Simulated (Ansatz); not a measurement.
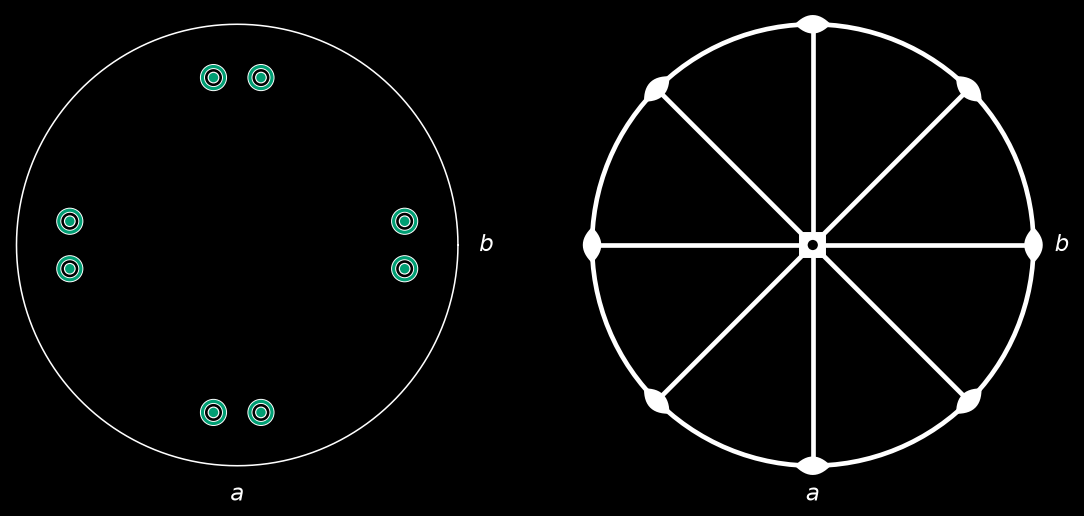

Stereographic projection: filled dots lie in the upper hemisphere, open rings in the lower; heavy lines are mirror planes (a heavy rim: a mirror in the plane of the page); lens, triangle, square and hexagon are 2-, 3-, 4- and 6-fold axes, a lens in an open square is −4, a triangle in an open hexagon −6; thin dashed diameters join the ends of axes that lie in the page; a small open circle marks inversion. The c axis points at the viewer. Left: one general form; right: the symmetry elements. Computed from the symmetry operations of a computed or model structure of composition Si3Ge2, which need not be its known form.

Which point group is this?

Answer. 4/mmm (D4h), order 16, tetragonal system: one fourfold axis, four twofold axes, five mirror planes, an inversion centre.

Which physical properties does it allow?

Answer. It is centrosymmetric, so neither piezoelectric nor pyroelectric; it is not chiral.
